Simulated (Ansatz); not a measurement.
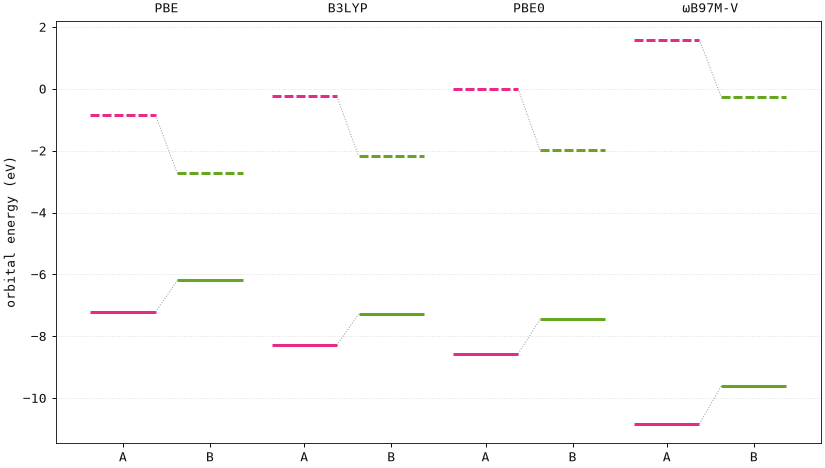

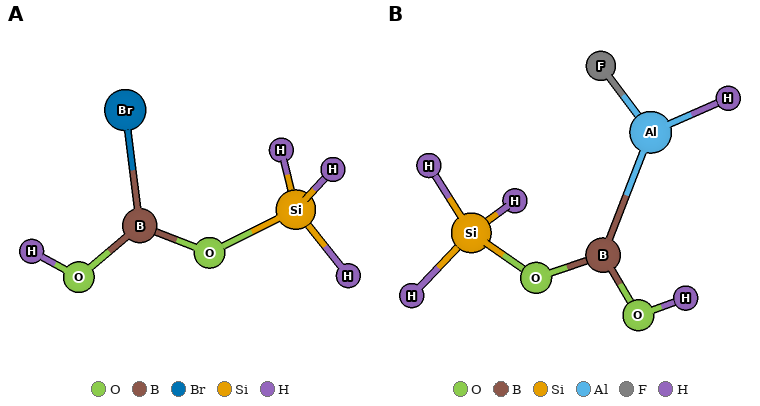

One change: A, BSiH₄O₂Br (SMILES OB(Br)O[SiH3]), becomes B, AlBSiH₅O₂F (SMILES O[B](O[SiH3])[AlH][F]). Br on B is replaced by AlHF (bound through Al). HOMO (solid) and LUMO (dashed) computed in def2-TZVPP at PBE0-D4/def2-TZVP geometries, both minima by their frequencies, gas phase, the Ansatz code 0.2.0. Empty levels above zero depend strongly on the basis.

Q: What does the change do to HOMO and LUMO?

A: PBE: the HOMO rises by 1.01 eV, the LUMO falls by 1.88 eV, and the separation goes from 6.35 to 3.46 eV. B3LYP: the HOMO rises by 1.01 eV, the LUMO falls by 1.93 eV, and the separation goes from 8.04 to 5.10 eV. PBE0: the HOMO rises by 1.11 eV, the LUMO falls by 1.98 eV, and the separation goes from 8.56 to 5.48 eV. ωB97M-V: the HOMO rises by 1.22 eV, the LUMO falls by 1.84 eV, and the separation goes from 12.41 to 9.35 eV.

Q: Do the functionals agree on the effect?

A: They agree on the direction for both levels; the HOMO shift lies between 1.01 and 1.22 eV and the LUMO shift between −1.98 and −1.84 eV, while the separations themselves differ by up to 6.1 eV between functionals.

Known limits of this run: one conformer of each flexible molecule.
